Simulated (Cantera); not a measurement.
A closed system holds: 1 mol Ni, 0.16 mol NH3, 3.2 mol H2, at 1050 Torr.

Cantera equilibrium calculation (NASA polynomials, part measured and part estimated; ideal gas, pure solids and liquids). Candidate condensed phases: Ni; 10 gas species. The numbers say what is thermodynamically allowed, not how fast it happens.

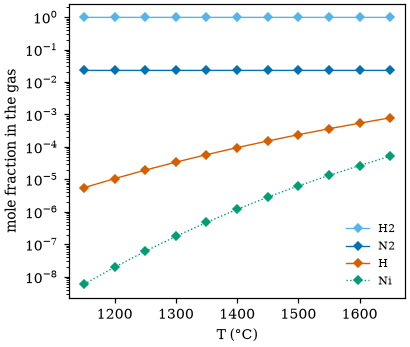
*Equilibrium gas composition (values under 1e-9 drawn at 1e-9)*

**Question.** Read off the mole fractions at 1400 °C.

**Answer.** H2 about 0.98, N2 about 0.023, H about 9.5e-5, Ni about 1.2e-6.
